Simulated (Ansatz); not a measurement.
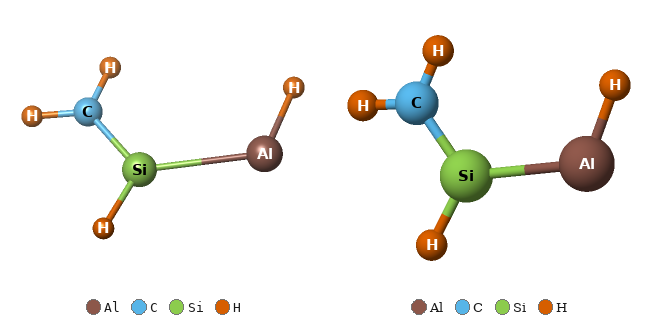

Two views of one molecule.

The species is neutral and a spin doublet. The geometry was computed by an optimisation with PBE0-D4/def2-TZVP. No frequency run is at hand to confirm it as a minimum.

Describe the molecule.

It has 7 atoms: 1 carbon, 4 hydrogen, 1 aluminium and 1 silicon (CH₄AlSi). The point group is Cs. It is an open-shell species. All atoms lie on one plane. Coordination: 1 Al bent; 1 C trigonal planar; 1 Si trigonal planar.

The parts below concern this one geometry. Atoms keep their numbers from picture to picture.

**Shape**

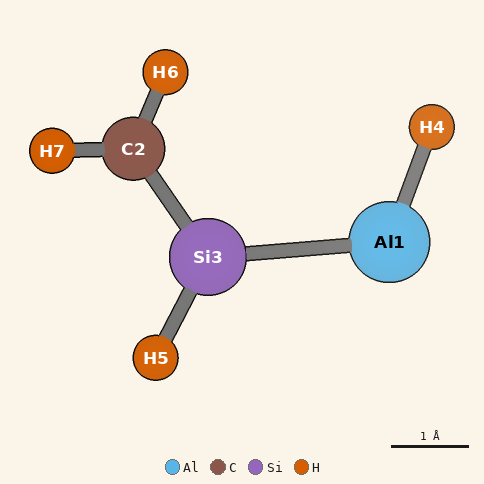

No frequency run is at hand to confirm it as a minimum.

Which atoms are bonded, and how long are the bonds?

```tsv
bond	length (Å)
Al1–Si3	2.436
Al1–H4	1.601
C2–Si3	1.721
C2–H6	1.085
C2–H7	1.086
Si3–H5	1.489
```

**Electronic properties**

No frequency run is at hand to confirm it as a minimum. Level of theory: UKS PBE-D4/def2-TZVPP (Ansatz 0.2.0).

Give the dispersion correction at this level.

Answer. −14.8 kJ/mol.

Give the ⟨S²⟩ of the determinant at this level.

Answer. 0.754.

**Dipole moment**

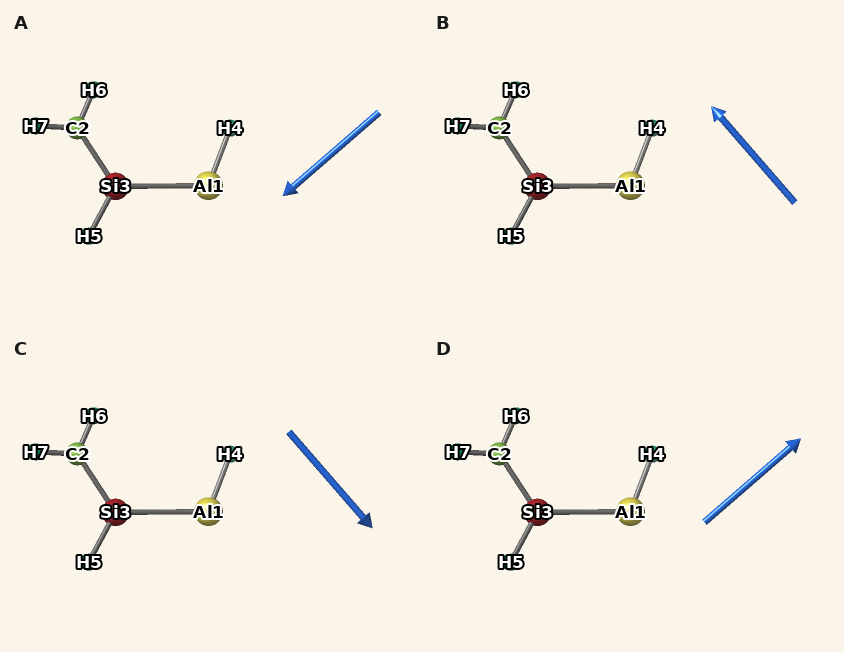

The same molecule four times, each with an arrow. No frequency run is at hand to confirm it as a minimum. Method: UKS PBE0-D4/def2-TZVP (Ansatz 0.2.0).

Which arrow points along the dipole moment, from the negative to the positive end?

Answer. C. The dipole moment is 0.83 D; it points from the side of H7 to the side of Al1 (the outermost atoms at the two ends).

**Charges**

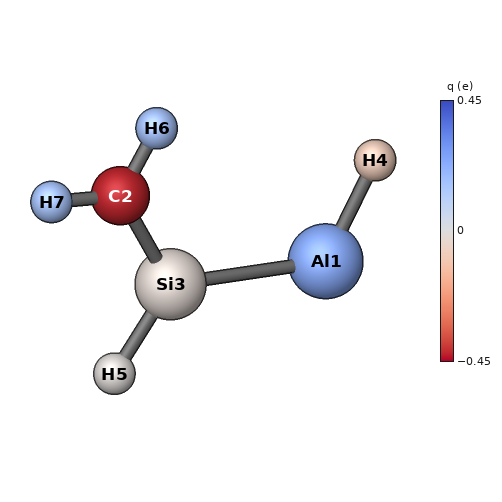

Atoms are coloured by their Mulliken charges. No frequency run is at hand to confirm it as a minimum. Method: UKS PBE0-D4/def2-TZVP (Ansatz 0.2.0).

Which atom carries the highest charge (most positive or least negative)?

Answer. Al1 (0.23 e).

And the lowest?

Answer. C2 (−0.42 e).

Give the Mulliken charges atom by atom.

```json
{"atom": "Al1", "value (e)": "0.23"}
{"atom": "C2", "value (e)": "−0.42"}
{"atom": "Si3", "value (e)": "−0.02"}
{"atom": "H4", "value (e)": "−0.08"}
{"atom": "H5", "value (e)": "−0.01"}
{"atom": "H6", "value (e)": "0.15"}
{"atom": "H7", "value (e)": "0.15"}
```

Mulliken values depend strongly on the basis set and can even reverse the polarity of a bond.
